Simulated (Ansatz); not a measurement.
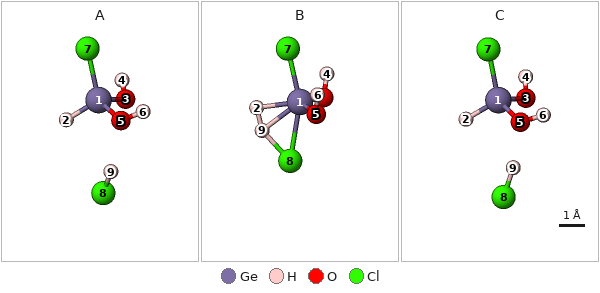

3 geometries from a converged minimum-energy path of GeH4O2Cl2, shuffled. A ball-and-stick model, seen from a free direction.

These are results of RKS B3LYP/def2-SVP in Ansatz, not measurements. Set-up: 9 movable images; climbing image; force threshold 0.03 eV/Å; iteration limit 60; starting path through a guess of the saddle point.

### Which of them lies highest in energy?

B. In order along the path, whose images run from 0 to 10: C (image 0, 0.0 kJ/mol), A (image 1, +5.6 kJ/mol), B (image 5, +185.8 kJ/mol). Breaking: Cl8–H9 (1.31 → 1.67 at the top → 4.19 Å), Ge1–H2 (1.52 → 1.77 at the top → 4.17 Å). Forming: Ge1–Cl8 (3.95 → 2.46 at the top → 2.15 Å), H2–H9 (3.03 → 0.96 at the top → 0.76 Å).
